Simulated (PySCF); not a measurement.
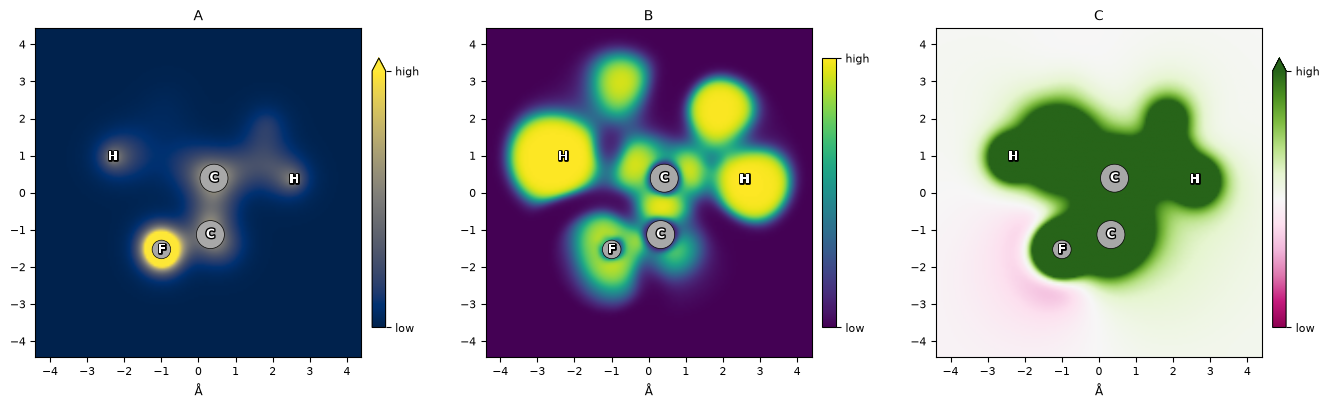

C$_{4}$H$_{9}$F$_{3}$Si: 3 fields on the plane of atoms C2, C4 and F5, with unlabelled colour scales. Grey discs cover the atomic cores.

Geometry: GFN2-xTB.

The calculation used PBE0/pcSseg-1, SCF density, gas phase, non-relativistic in PySCF.

Which field does each panel show? The fields are: electron density, electron localisation function and electrostatic potential.

Panel A: electron density. Panel B: electron localisation function. Panel C: electrostatic potential (strongly positive close to the atoms, with negative regions outside electron-rich atoms). From the grid: C–F (1.38 Å): ρ is about 2.1 e/Å³ halfway, with its minimum of 1.6 e/Å³ about 0.5 Å from C; the ELF peaks at about 0.85 between the atoms: a polar covalent bond. C–C (1.52 Å): ρ at the midpoint is about 1.7 e/Å³; the ELF peaks at about 0.95 between the atoms (a shared electron pair).
